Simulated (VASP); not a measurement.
Energy against volume of CsPbBr$_{3}$ (cubic perovskite). All values below come from PBEsol GGA, VASP's PBE PAW potentials (set 64) (plane waves; VASP).

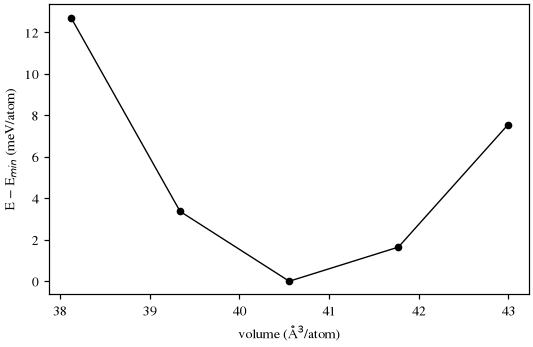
*Energy against volume*

**Question.** Estimate the equilibrium volume and the bulk modulus.

**Answer.** The minimum lies near 40.7 Å³/atom, and the curvature gives B0 of about 22 GPa.

The compound is CsPbBr3 in the cubic perovskite structure, the ideal cubic form; the compound distorts at low or room temperature. It was relaxed first.
